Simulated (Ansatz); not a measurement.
# VN, pressure series

The reference is VN in the rock salt structure (space group Fm-3m, No. 225).

```
CELL_PARAMETERS angstrom
      0.00000     2.05840     2.05840
      2.05840     0.00000     2.05840
      2.05840     2.05840     0.00000
ATOMIC_POSITIONS crystal
  N  0.00000 0.00000 0.00000
  V  0.50000 0.50000 0.50000
```

Cell and atoms are relaxed at each pressure.

Calculations: DFT with PBE, PAW potentials and a 420 eV plane-wave cutoff in Ansatz (an electronic-structure program), spin-orbit coupling left out.

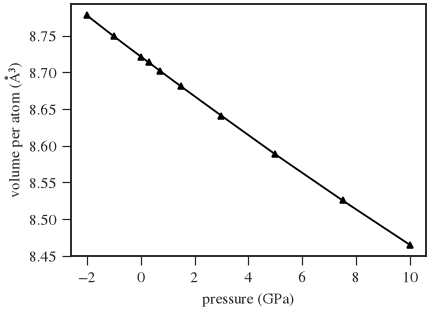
*Volume per atom against pressure*

```csv
pressure (GPa),volume per atom
-2,8.78 Å³
-1,8.75 Å³
0.3,8.71 Å³
0.7,8.70 Å³
1.5,8.68 Å³
3,8.64 Å³
5,8.59 Å³
7.5,8.53 Å³
10,8.47 Å³
```

Load acts through the strain it causes; cell and atoms are relaxed under it. Stability against distortions was not tested. Competing high-pressure phases were not computed. Seeded moments were not kept for the base. All final runs are without spin polarisation.
